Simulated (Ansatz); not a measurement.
**quartet BHSCl at 6 levels**

We compute a comparison of 6 runs (UHF/STO-3G, U-r2SCAN0/STO-3G, U-wB97M-V/STO-3G, UB2PLYP/STO-3G, UBHLYP/STO-3G, UCCSDT/STO-3G) of quartet BHSCl. 

The results are computed with Ansatz 0.2.0.

75 further runs of the same task are left out: 2 that didn't finish, 73 set aside as unsound or not needed.

## Step 1: The system as given

The species is BHSCl (4 atoms), meant as a quartet with charge 0. As SMILES of the parent species, `S[B]Cl`. The shape is that of a PBE0-D4/def2-TZVP optimisation. That shape belongs to the parent species and isn't relaxed for this state.

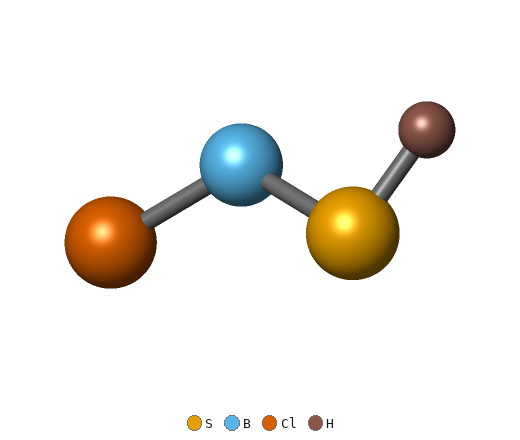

Viewed from a chosen angle; sulfur amber, boron blue, chlorine orange, hydrogen brown.

## Step 2: A single-point energy at UHF/STO-3G (run 1)

File run.yaml:

```yaml
crystal:
  periodic: [false, false, false]
  atoms:
    - {symbol: S, position_ang: [0.566400, -0.789100, 0.531400]}
    - {symbol: B, position_ang: [-0.299600, 0.475700, -0.345800]}
    - {symbol: Cl, position_ang: [-2.014100, 0.616000, -0.427300]}
    - {symbol: H, position_ang: [1.802900, -0.362900, 0.221400]}
basis:
  gaussian:
    orbitals: STO-3G
magnetization:
  spin_polarized: true
  initial_magnetization: 3
hamiltonian:
  xc: hf
accuracy: high
```

The run is started by

```
$ ansatz run run.yaml --threads 1 --pin off --max-ram 2610MiB --events-out events.jsonl --progress --plain --runs-dir runs
```

The program printed:

```text
Warning: RAYON_NUM_THREADS=1 ignored (pool sized by the plan → 1); use --threads N
Functional definition: HF
  name "HF"
  exchange = exact_x
  correlation = 0
427 factors; integrals over basis functions are off by at most 1.9e-8 eV
mean field evaluation 1: about -23740.3816 eV, gradient 1.3e1 eV
mean field evaluation 2: about -23740.4685 eV, gradient 1.3e1 eV
mean field evaluation 4: about -23742.7494 eV, gradient 1.5e0 eV
mean field evaluation 8: about -23742.7962 eV, gradient 1.6e-2 eV
mean field -23742.79623070 eV, -872.5316680331 hartree, gradient 7.8e-8 eV, S^2 3.758433; 0 other end points of the search recorded, 0 dependent functions left out
reference -23742.79623070 eV, -872.5316680331 hartree; 21, 18 occupied and 3, 6 virtual orbitals, 427 factors
Total energy: -23742.79623070 eV, -872.5316680331 hartree
```

Run time: 0.2 s. Hardware: 1 thread of Arm Neoverse V1, shared host.

## Step 3: The energy at U-r2SCAN0/STO-3G (run 2)

File molecule.yaml:

```yaml
crystal:
  periodic: [false, false, false]
  atoms:
    - symbol: S
      position_ang: [0.566400, -0.789100, 0.531400]
    - symbol: B
      position_ang: [-0.299600, 0.475700, -0.345800]
    - symbol: Cl
      position_ang: [-2.014100, 0.616000, -0.427300]
    - symbol: H
      position_ang: [1.802900, -0.362900, 0.221400]
basis:
  gaussian: {orbitals: STO-3G}
magnetization: {spin_polarized: true, initial_magnetization: 3}
hamiltonian: {xc: {name: r2SCAN0}}
accuracy: high
```

The run is started by

```
$ ansatz run molecule.yaml --threads 1 --pin off --max-ram 2610MiB --events-out events.jsonl --progress --plain --runs-dir runs
```

The program printed:

```text
Warning: RAYON_NUM_THREADS=1 ignored (pool sized by the plan → 1); use --threads N
Functional definition: r2SCAN0
  name "r2SCAN0"
  parameter a = 0.25
  parameter k0 = 0.174
  parameter k1 = 0.065
  parameter a1 = 4.9479
  exchange = (1 - a)*r2scan_x(k0 = k0, k1 = k1, a1 = a1) + a*exact_x
  correlation = r2scan_c
427 factors; integrals over basis functions are off by at most 1.9e-8 eV
mean field evaluation 1: about -23777.3097 eV, gradient 1.3e1 eV
mean field evaluation 2: about -23773.8480 eV, gradient 1.8e1 eV
mean field evaluation 4: about -23779.2808 eV, gradient 2.5e0 eV
mean field evaluation 8: about -23779.3608 eV, gradient 2.9e-2 eV
mean field evaluation 16: about -23779.3608 eV, gradient 2.5e-6 eV
mean field -23779.36076496 eV, -873.8753898827 hartree, gradient 8.0e-8 eV, S^2 3.754002; 2 other end points of the search recorded, 0 dependent functions left out
reference -23779.36076546 eV, -873.8753899010 hartree; 21, 18 occupied and 3, 6 virtual orbitals, 427 factors
Total energy: -23779.36076546 eV, -873.8753899010 hartree
```

Wall time 5.4 s (1 thread of Arm Neoverse V1, shared host); peak memory 0.23 GiB.

Runs 3 to 4 aren't shown in full; the table further down has their settings and results.

## Step 4: A single-point energy at UBHLYP/STO-3G (run 5)

File input.yaml:

```yaml
crystal:
  periodic: [false, false, false]
  atoms:
    - {symbol: S, position_ang: [0.566400, -0.789100, 0.531400]}
    - {symbol: B, position_ang: [-0.299600, 0.475700, -0.345800]}
    - {symbol: Cl, position_ang: [-2.014100, 0.616000, -0.427300]}
    - {symbol: H, position_ang: [1.802900, -0.362900, 0.221400]}
basis:
  gaussian:
    orbitals: STO-3G
magnetization:
  spin_polarized: true
  initial_magnetization: 3
hamiltonian:
  xc: {name: BHLYP}
accuracy: high
```

The run is started by

```
$ ansatz run input.yaml --threads 1 --pin off --max-ram 2610MiB --events-out events.jsonl --progress --plain --runs-dir runs
```

The program printed:

```text
Warning: RAYON_NUM_THREADS=1 ignored (pool sized by the plan → 1); use --threads N
Functional definition: BHLYP
  name "BHLYP"
  parameter a = 0.5
  exchange = (1 - a)*b88_x + a*exact_x
  correlation = lyp_c
427 factors; integrals over basis functions are off by at most 1.9e-8 eV
mean field evaluation 1: about -23778.0281 eV, gradient 1.2e1 eV
mean field evaluation 2: about -23779.4765 eV, gradient 5.6e0 eV
mean field evaluation 4: about -23779.9209 eV, gradient 5.2e-1 eV
mean field evaluation 8: about -23779.9615 eV, gradient 3.3e-2 eV
mean field evaluation 16: about -23779.9615 eV, gradient 3.9e-6 eV
mean field -23779.96151050 eV, -873.8974668740 hartree, gradient 2.3e-8 eV, S^2 3.752853; 0 other end points of the search recorded, 0 dependent functions left out
reference -23779.96152867 eV, -873.8974675417 hartree; 21, 18 occupied and 3, 6 virtual orbitals, 427 factors
Total energy: -23779.96152867 eV, -873.8974675417 hartree
```

Run time: 2.1 s. Hardware: 1 thread of Arm Neoverse V1, shared host; peak memory 0.13 GiB.

## Step 5: A single-point energy at UCCSDT/STO-3G (run 6)

File job.yaml:

```yaml
crystal:
  periodic: [false, false, false]
  atoms:
    - symbol: S
      position_ang: [0.566400, -0.789100, 0.531400]
    - symbol: B
      position_ang: [-0.299600, 0.475700, -0.345800]
    - symbol: Cl
      position_ang: [-2.014100, 0.616000, -0.427300]
    - symbol: H
      position_ang: [1.802900, -0.362900, 0.221400]
basis:
  gaussian:
    orbitals: STO-3G
magnetization:
  spin_polarized: true
  initial_magnetization: 3
correlation:
  method: ccsdt
  frozen_orbitals: {B: 1, Cl: 5, H: 0, S: 5}
accuracy: high
scf:
  omitted_lower_state_checks: [cluster_reference, increment]
```

The run is started by

```
$ ansatz run job.yaml --threads 1 --pin off --max-ram 2610MiB --events-out events.jsonl --progress --plain --runs-dir runs
```

The program printed:

```text
Warning: RAYON_NUM_THREADS=1 ignored (pool sized by the plan → 1); use --threads N
[... 11 lines left out ...]
11 core orbitals not correlated: weight in the atoms' cores, before any rotation towards them, 1.000 or more for the frozen orbitals, at most 0.000 for the correlated occupied ones
[... 34 lines left out ...]
Total energy: -23744.24931220 eV, -872.5850677930 hartree
Checks for a lower state left out: cluster_reference, increment
```

Run time: 1.2 s. Hardware: 1 thread of Arm Neoverse V1, shared host.

## Step 6: All runs side by side

| run | level | frozen core orbitals | energy (Eh) | ⟨S²⟩ | wall time |
| --- | --- | --- | --- | --- | --- |
| 1 | UHF/STO-3G | – | -872.531668 | 3.758 | 0.2 s |
| 2 | U-r2SCAN0/STO-3G | – | -873.875390 | 3.754 | 5.4 s |
| 3 | U-wB97M-V/STO-3G | – | -873.945840 | 3.752 | 29 s |
| 4 | UB2PLYP/STO-3G | 11 | -873.510883 | 3.754 | 2.5 s |
| 5 | UBHLYP/STO-3G | – | -873.897468 | 3.753 | 2.1 s |
| 6 | UCCSDT/STO-3G | 11 | -872.585068 | 3.758 | 1.2 s |

## Step 7: Outcome

| quantity | value |
| --- | --- |
| run 6: total energy | -872.58507 Eh |
| run 6: correlation energy (11 core orbitals frozen) | -53.4 mEh |
| run 6: ⟨S²⟩ of the reference determinant | 3.758 |
| run 6: T1 diagnostic | 0.011 |

**Reading.** Totals of different functionals can't be ranked against each other. In runs 1, 2, 3, 4, 5, 6 the basis is minimal, so the values are rough. All runs together took 41 s, the longest 29 s.
